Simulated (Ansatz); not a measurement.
# C3H11NO3Zr (SMILES CC(C)[NH][Zr]([OH])([OH])[OH]): what the fields show

```yaml
atoms:
  - { symbol: C, position_ang: [1.0766, -1.8865, 1.2071] }
  - { symbol: C, position_ang: [1.0466, -0.9186, 0.0322] }
  - { symbol: C, position_ang: [1.6213, 0.4317, 0.4262] }
  - { symbol: N, position_ang: [-0.3013, -0.7459, -0.4745] }
  - { symbol: Zr, position_ang: [-1.4565, 0.9072, -0.7948] }
  - { symbol: O, position_ang: [-1.9722, 1.7228, 0.8908] }
  - { symbol: O, position_ang: [-0.4701, 2.2264, -1.8230] }
  - { symbol: O, position_ang: [-3.0101, 0.2128, -1.7141] }
  - { symbol: H, position_ang: [2.0985, -2.0447, 1.5635] }
  - { symbol: H, position_ang: [0.6661, -2.8592, 0.9228] }
  - { symbol: H, position_ang: [0.4759, -1.4954, 2.0331] }
  - { symbol: H, position_ang: [1.6894, -1.3328, -0.7610] }
  - { symbol: H, position_ang: [1.6336, 1.1183, -0.4246] }
  - { symbol: H, position_ang: [1.0235, 0.8814, 1.2273] }
  - { symbol: H, position_ang: [2.6450, 0.3303, 0.7922] }
  - { symbol: H, position_ang: [-0.7232, -1.6420, -0.6935] }
  - { symbol: H, position_ang: [-2.0651, 1.7385, 1.8383] }
  - { symbol: H, position_ang: [-0.1532, 3.0968, -2.0428] }
  - { symbol: H, position_ang: [-3.8248, 0.2589, -2.2051] }
```

Geometry: PBE0-D4/def2-TZVP; core potentials replace the inner electrons of Zr.

Computed with RKS PBE0-D4/def2-TZVPP in Ansatz.

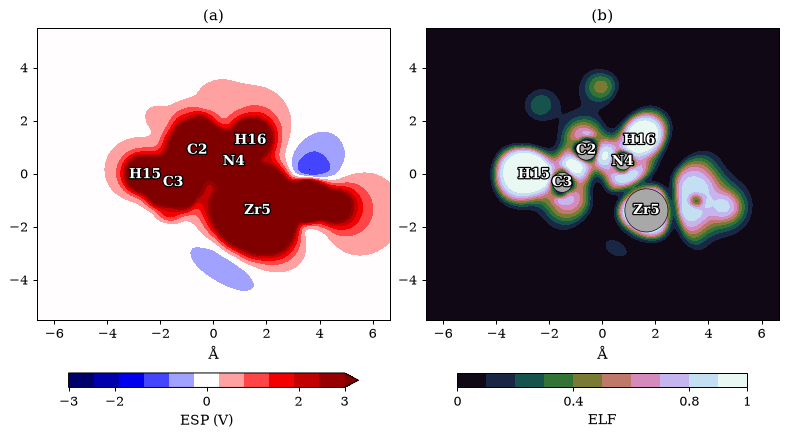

Figure 1. (a) electrostatic potential; (b) ELF on the plane of atoms Zr5, N4 and H16. Grey discs cover the atomic cores in the ELF map.

Read the bonding off the picture.

The plane passes through C, N, Zr and H nuclei. C–N (1.45 Å): the ELF peaks at about 0.90 between the atoms (localised, covalent bonding). C–C (1.52 Å): the ELF peaks at about 0.95 between the atoms, as expected for a shared electron pair. Zr–N (2.04 Å): the ELF peaks at about 0.90 in the valence shell of N, 0.6 Å from its nucleus, and drops to about 0.30 between the two atoms. N–H (1.01 Å): the ELF climbs to about 1 towards the hydrogen, as it does in any bond to H (a covalent bond by its length). C–H (1.09 Å): the ELF climbs to about 1 towards the hydrogen (an ordinary covalent bond to hydrogen). Outside the dense part of the molecule the potential is most negative (−1.4 V) near O8, which lies off the plane.

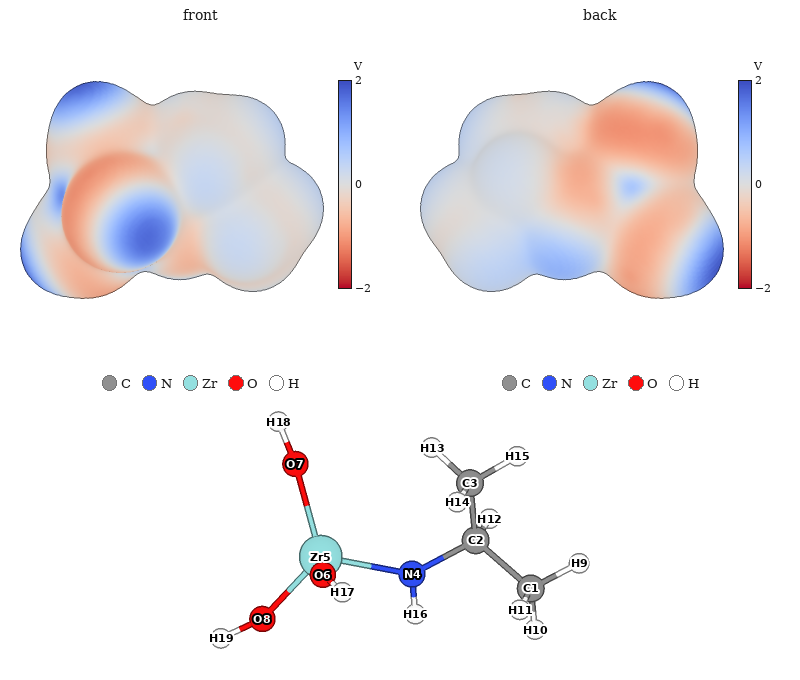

Figure 2. The electrostatic potential painted on the density surface at 0.001 e/bohr³, seen from the front and from behind; the colour scale runs from red (negative) to blue (positive). The bare structure is drawn below in the same view.

Describe the electrostatic potential map.

The most negative region (about −1.0 V) lies over O6 and O7, the most positive (about +1.7 V) over H17, H18 and H19.

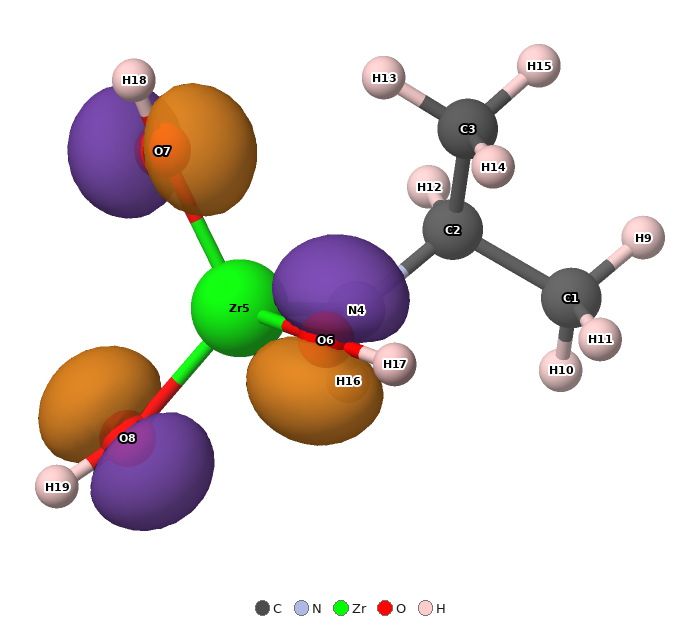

Figure 3. The HOMO−1 at ±0.15 Å⁻³ᐟ² (orange and purple are the two phases), seen at a tilt.

What is the character of this orbital?

It lies mainly on O6 (about 35 %), O7 (about 25 %) and O8 (about 25 %); largely a combination of lone pairs on O6, O7 and O8. Its energy is −8.48 eV.
